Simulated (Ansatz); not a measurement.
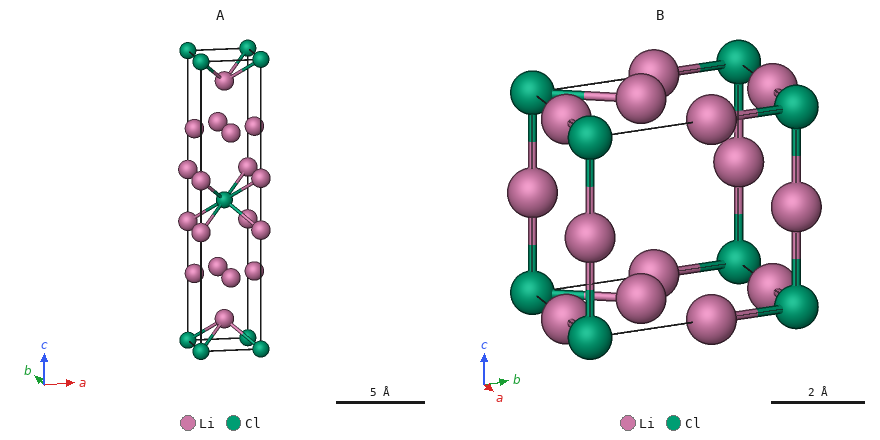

Two structures of Li4Cl, each relaxed to rest (conventional cells in solid outline, small ones repeated, not to one scale). Method: DFT PBE, scalar-relativistic, plane waves, PAW in Ansatz, without spin polarisation.

**What are the two structures?**

A: 10 atoms a cell on a body-centred tetragonal lattice, I4/mmm. B: 5 atoms a cell on a primitive hexagonal lattice, P-62m.

**Which polymorph is favoured?**

A is lower, by 85 meV/atom at this level of theory (energies at zero smearing). Volumes: A 20.4, B 27.4 Å³/atom.

One or both may be structure types tried for this composition rather than known phases.
